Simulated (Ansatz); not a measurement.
# Ge2C+ (doublet): one geometry, many settings

Aim: run Ge2C+ (doublet) at one geometry under a spread of methods and options, and see what each costs and gives.

Program: Ansatz 0.2.0, Gaussian basis. Level of theory: the settings change from run to run. These are calculated values, not measurements.

24 further runs of the same task are left out: 1 for a known fault of the program, 14 that didn't finish, 9 set aside as unsound or not needed. Runs told in other sessions of the task aren't counted.

## 1. The system

The geometry is a PBE0/def2-TZVP stationary point (not a proven minimum) of the parent state, kept for this charge and spin. No spin-orbit coupling is included. The filled d shell of Ge may be among the frozen orbitals whatever the setting's name suggests.

3 atoms, charge 1, spin multiplicity 2.

Atoms are counted from 1 here; the program's logs count them from 0.

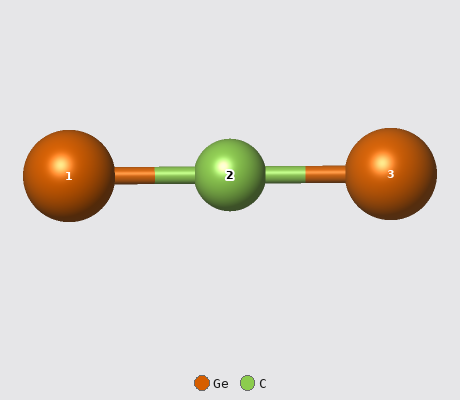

The structure; germanium orange, carbon green; atoms are numbered from 1 in the order of the file.

Geometry (Å):

```
Ge    0.00000    0.00000    1.85260
C     0.00000    0.00000    0.00000
Ge    0.00000    0.00000   -1.85260
```

## 2. CISD/cc-pVDZ

The input, in.yaml:

```yaml
crystal:
  periodic: [false, false, false]
  atoms:
    - {symbol: Ge, position_ang: [0.000000, 0.000000, 1.852600]}
    - {symbol: C, position_ang: [0.000000, 0.000000, 0.000000]}
    - {symbol: Ge, position_ang: [0.000000, 0.000000, -1.852600]}
basis:
  gaussian: {orbitals: cc-pVDZ}
total_charge: 1
magnetization: {spin_polarized: false, initial_magnetization: 1}
correlation: {active_space: {ras: {orbitals: [5, 1, 33], electrons: 11, max_holes: 2, max_particles: 2}, fixed_orbitals: true}}
accuracy: high
```

Command:

```
> ansatz run in.yaml --threads 1 --pin off --events-out ev --progress --plain --max-ram 2393MiB
```

Standard output:

```text
Functional definition: HF
  name "HF"
  cite "Fock, Z. Phys. 61, 126 (1930) doi:10.1007/BF01340294"
  parent pbe
  exchange = exact_x
  correlation = 0
1322 factors; integrals over basis functions are off by at most 4.4e-9 eV
mean field evaluation 1: about -113955.4562 eV, gradient 5.4e1 eV
mean field evaluation 2: about -113955.4707 eV, gradient 5.4e1 eV
mean field evaluation 4: about -113964.6571 eV, gradient 4.9e0 eV
mean field evaluation 8: about -113964.7709 eV, gradient 2.7e-3 eV
mean field evaluation 16: about -113964.7709 eV, gradient 6.0e-5 eV
mean field evaluation 32: about -113966.6151 eV, gradient 4.6e-2 eV
mean field evaluation 64: about -113963.0504 eV, gradient 3.3e-4 eV
mean field evaluation 96: about -113963.3037 eV, gradient 1.9e0 eV
mean field evaluation 128: about -113958.3287 eV, gradient 3.7e-1 eV
mean field evaluation 160: about -113964.7709 eV, gradient 8.2e-7 eV
mean field -113966.61511356 eV, -4188.1958560769 hartree, gradient 1.4e-8 eV, S^2 0.750000; 12 other end points of the search recorded, 0 dependent functions left out
reference -113966.61511356 eV, -4188.1958560769 hartree; 35, 34 occupied and 33, 34 virtual orbitals, 1322 factors
state -113972.85808240 eV, -4188.4252809504 hartree
Total energy: -113972.85808240 eV, -4188.4252809504 hartree
```

It took 19 s on 1 thread of Arm Neoverse V1, shared host.

From the report: 9,932 determinants.

## 3. CISD/aug-cc-pVDZ

The input, in.yaml:

```yaml
crystal:
  periodic: [false, false, false]
  atoms:
    - {symbol: Ge, position_ang: [0.000000, 0.000000, 1.852600]}
    - {symbol: C, position_ang: [0.000000, 0.000000, 0.000000]}
    - {symbol: Ge, position_ang: [0.000000, 0.000000, -1.852600]}
basis:
  gaussian: {orbitals: aug-cc-pVDZ, fitting: {mean_field: def2-universal-jkfit}}
total_charge: 1
magnetization: {spin_polarized: false, initial_magnetization: 1}
hamiltonian: {pseudopotentials: {relativity: scalar}}
correlation: {active_space: {ras: {orbitals: [5, 1, 60], electrons: 11, max_holes: 2, max_particles: 2}, fixed_orbitals: true}}
scf: {lower_state_search: light}
```

Same command.

Standard output:

```text
Functional definition: HF
  name "HF"
  cite "Fock, Z. Phys. 61, 126 (1930) doi:10.1007/BF01340294"
  parent pbe
  exchange = exact_x
  correlation = 0
607 factors; integrals over basis functions are off by at most 2.0e-1 eV
mean field evaluation 1: about -114885.2865 eV, gradient 6.0e1 eV
mean field evaluation 2: about -114880.0307 eV, gradient 6.3e1 eV
mean field evaluation 4: about -114896.7552 eV, gradient 7.3e-1 eV
mean field evaluation 8: about -114896.9168 eV, gradient 1.1e0 eV
mean field evaluation 16: about -114898.6287 eV, gradient 2.2e-4 eV
mean field evaluation 32: about -114893.6226 eV, gradient 1.9e1 eV
mean field evaluation 64: about -114896.7451 eV, gradient 1.1e0 eV
mean field evaluation 96: about -114898.6286 eV, gradient 8.5e-2 eV
mean field -114898.62869464 eV, -4222.4467234402 hartree, gradient 1.8e-6 eV, S^2 0.750000; 13 other end points of the search recorded, 0 dependent functions left out
reference -114898.62869464 eV, -4222.4467234402 hartree; 35, 34 occupied and 60, 61 virtual orbitals, 607 factors
state -114905.05430119 eV, -4222.6828601256 hartree
Total energy: -114905.05430119 eV, -4222.6828601256 hartree
Relativity: scalar
```

Run time: 32 s. Hardware: 1 thread of Arm Neoverse V1, shared host.

From the report: 32,855 determinants.

## 4. CCSD(T)/cc-pVDZ

The input, in.yaml:

```yaml
crystal:
  periodic: [false, false, false]
  atoms:
    - {symbol: Ge, position_ang: [0.000000, 0.000000, 1.852600]}
    - {symbol: C, position_ang: [0.000000, 0.000000, 0.000000]}
    - {symbol: Ge, position_ang: [0.000000, 0.000000, -1.852600]}
basis:
  gaussian: {orbitals: cc-pVDZ, point_charges: [{charge: 0.50, position_ang: [4.169, 0.275, 0.642]}]}
total_charge: 1
magnetization: {spin_polarized: false, initial_magnetization: 1}
hamiltonian: {xc: {name: PBE}}
correlation: {method: ccsd_t, electrons: outside_noble_gas}
scf: {lower_state_search: full}
output: {forces: true}
```

Same command.

Standard output, cut to the lines that bear on the results:

```text
Functional definition: PBE
  name "PBE"
  cite "Perdew, Burke & Ernzerhof, Phys. Rev. Lett. 77, 3865 (1996) doi:10.1103/PhysRevLett.77.3865"
  parent pbe
[...]
791 factors; integrals over basis functions are off by at most 7.1e-4 eV
[...]
mean field -114041.18121217 eV, -4190.9361096583 hartree, gradient 1.6e-6 eV, S^2 0.750000; 11 other end points of the search recorded, 0 dependent functions left out
[...]
29 core orbitals not correlated: weight in the atoms' cores, before any rotation towards them, 0.998 or more for the frozen orbitals, at most 0.001 for the correlated occupied ones
reference -113963.94501509 eV, -4188.0977317681 hartree; 6, 5 occupied and 33, 34 virtual orbitals, 791 factors
second order -6.59902948 eV of doubles, -0.49894419 eV of singles
cycle   1  -7.11013593 eV  change   -2.1e-2 eV  update   1.0e-1
[...]
cycle  20  -7.53135785 eV  change   -7.2e-9 eV  update   3.0e-8
perturbative correction -0.39861897 eV, -0.0146489770 hartree
[...]
Total energy: -113971.87499191 eV, -4188.3891530412 hartree
Atom 0 at     0.000000     0.000000     1.852600 Å, force    -0.217186    -0.014326     0.764099 eV/Å
Atom 1 at     0.000000     0.000000     0.000000 Å, force     0.126636     0.008353     0.125814 eV/Å
Atom 2 at     0.000000     0.000000    -1.852600 Å, force    -0.158588    -0.010461    -0.902238 eV/Å
Dipole moment:    -0.131595    -0.008680    -0.062753 e Å
```

It took 47 s on 1 thread of Arm Neoverse V1, shared host.

From the report: correlation -7.9300 eV; T1 0.029; largest double amplitude 0.07. The orbitals are Kohn-Sham ones, so correlation energy and T1 don't compare with those on Hartree-Fock orbitals.

## 5. CCSD(T)/cc-pVDZ

The input, in.yaml:

```yaml
crystal:
  periodic: [false, false, false]
  atoms:
    - {symbol: Ge, position_ang: [0.000000, 0.000000, 1.852600]}
    - {symbol: C, position_ang: [0.000000, 0.000000, 0.000000]}
    - {symbol: Ge, position_ang: [0.000000, 0.000000, -1.852600]}
basis:
  gaussian: {orbitals: cc-pVDZ, point_charges: [{charge: -1.00, position_ang: [2.531, -0.139, -0.447]}]}
total_charge: 1
magnetization: {spin_polarized: false, initial_magnetization: 1}
hamiltonian: {xc: {name: PBE0}}
correlation: {method: ccsd_t, electrons: valence}
accuracy: high
```

Same command.

Standard output, cut to the lines that bear on the results:

```text
Functional definition: PBE0
  name "PBE0"
  cite "Adamo & Barone, J. Chem. Phys. 110, 6158 (1999) doi:10.1063/1.478522"
  cite "Perdew, Burke & Ernzerhof, Phys. Rev. Lett. 77, 3865 (1996) doi:10.1103/PhysRevLett.77.3865"
  parent pbe
[...]
1322 factors; integrals over basis functions are off by at most 4.4e-9 eV
[...]
mean field -114050.43402034 eV, -4191.2761440868 hartree, gradient 3.5e-8 eV, S^2 0.750000; 4 other end points of the search recorded, 0 dependent functions left out
[...]
19 core orbitals not correlated: weight in the atoms' cores, before any rotation towards them, 1.000 or more for the frozen orbitals, at most 0.000 for the correlated occupied ones
reference -113971.04824384 eV, -4188.3587706098 hartree; 16, 15 occupied and 33, 34 virtual orbitals, 1322 factors
second order -7.65392715 eV of doubles, -0.52311160 eV of singles
cycle   1  -8.01400743 eV  change    1.5e-1 eV  update   1.1e-1
[...]
cycle  29  -8.46451242 eV  change   -1.4e-9 eV  update   3.3e-9
perturbative correction -0.48609302 eV, -0.0178635892 hartree
Total energy: -113979.99884928 eV, -4188.6876992929 hartree
```

Run time: 57 s. Hardware: 1 thread of Arm Neoverse V1, shared host; peak memory 0.35 GiB.

From the report: correlation -8.9506 eV; T1 0.014; largest double amplitude 0.08. The orbitals are Kohn-Sham ones, so correlation energy and T1 don't compare with those on Hartree-Fock orbitals.

## 6. CCSDT on UHF/cc-pVDZ

The input, in.yaml:

```yaml
crystal:
  periodic: [false, false, false]
  atoms:
    - {symbol: Ge, position_ang: [0.000000, 0.000000, 1.852600]}
    - {symbol: C, position_ang: [0.000000, 0.000000, 0.000000]}
    - {symbol: Ge, position_ang: [0.000000, 0.000000, -1.852600]}
basis:
  gaussian: {orbitals: cc-pVDZ}
total_charge: 1
magnetization: {spin_polarized: true, initial_magnetization: 1}
hamiltonian: {pseudopotentials: {relativity: scalar}}
correlation: {method: ccsdt, electrons: outside_noble_gas}
accuracy: high
```

The command is unchanged.

Standard output, cut to the lines that bear on the results:

```text
Functional definition: HF
  name "HF"
  cite "Fock, Z. Phys. 61, 126 (1930) doi:10.1007/BF01340294"
  parent pbe
[...]
1328 factors; integrals over basis functions are off by at most 4.4e-9 eV
[...]
mean field -114898.62815080 eV, -4222.4467034546 hartree, gradient 3.5e-8 eV, S^2 0.773207; 25 other end points of the search recorded, 0 dependent functions left out
determinant -114898.62815080 eV, -4222.4467034546 hartree, with singles and doubles -114905.50604366 eV, -4222.6994613550 hartree
determinant -114896.91550470 eV, -4222.3837648712 hartree, with singles and doubles -114904.69727645 eV, -4222.6697397085 hartree
determinant -114896.70888253 eV, -4222.3761716465 hartree, with singles and doubles -114902.89297224 eV, -4222.6034327516 hartree
determinant -114896.34828216 eV, -4222.3629198274 hartree, with singles and doubles -114902.83807752 eV, -4222.6014154080 hartree
[...]
determinant -114895.80422229 eV, -4222.3429259960 hartree, with singles and doubles -114902.46522291 eV, -4222.5877132537 hartree
determinant -114895.70886782 eV, -4222.3394217839 hartree, with singles and doubles -114902.34868943 eV, -4222.5834307272 hartree
determinant -114895.64434474 eV, -4222.3370506042 hartree, with singles and doubles -114902.50336033 eV, -4222.5891147782 hartree
determinant -114895.42097270 eV, -4222.3288418332 hartree, with singles and doubles -114901.96274970 eV, -4222.5692477039 hartree
29 core orbitals not correlated: weight in the atoms' cores, before any rotation towards them, 0.999 or more for the frozen orbitals, at most 0.001 for the correlated occupied ones
reference -114898.62815080 eV, -4222.4467034546 hartree; 6, 5 occupied and 33, 34 virtual orbitals, 1328 factors
second order -5.99143186 eV of doubles, -0.00000000 eV of singles
cycle   1  -6.47609959 eV  change   -4.8e-1 eV  update   1.2e-1
[...]
cycle  32  -7.27200723 eV  change  -6.7e-11 eV  update  6.1e-10
Total energy: -114905.90015804 eV, -4222.7139447913 hartree
Relativity: scalar
```

It took 1.8 min on 1 thread of Arm Neoverse V1, shared host; peak memory 0.33 GiB.

From the report: ⟨S²⟩ of the determinant 0.773 (pure doublet: 0.75); correlation -7.2720 eV; T1 0.026; largest double amplitude 0.09.

## 7. The runs in one table

Where basis and cores are those of an earlier UCCSDT(Q)/cc-pVDZ run (-113973.9961 eV), and the records show the same count of frozen orbitals and kind of state, the miss against it is given; a blank cell means that this couldn't be shown.

```tsv
level	correlated	functions	energy (eV)	from UCCSDT(Q) (meV)	time
CISD/cc-pVDZ	outside noble gas	68	-113972.8581	1138.0	19 s
CISD/aug-cc-pVDZ (relativity set)	outside noble gas	95	-114905.0543		32 s
CCSD(T)/cc-pVDZ (beside a point charge, on PBE orbitals)	outside noble gas	68	-113971.8750		47 s
CCSD(T)/cc-pVDZ (beside a point charge, on PBE0 orbitals)	valence	68	-113979.9988		57 s
CCSDT on UHF/cc-pVDZ (relativity set)	outside noble gas	68	-114905.9002		1.8 min
```

## 8. What came out

```
quantity                                           value
    runs                                               5
quickest                              CISD/cc-pVDZ, 19 s
 slowest  CCSDT on UHF/cc-pVDZ (relativity set), 1.8 min
```

Total energies in different bases, with other cores or another treatment of relativity can't be set against each other. «valence» and «outside noble gas» are the program's key words; the logs give how many orbitals each freezes, and for Ga to Kr the 3d shell needn't follow the word's plain sense. CCSDT on UHF/cc-pVDZ (relativity set) took 6 times as long as CISD/cc-pVDZ; the jobs differ in more than the method.
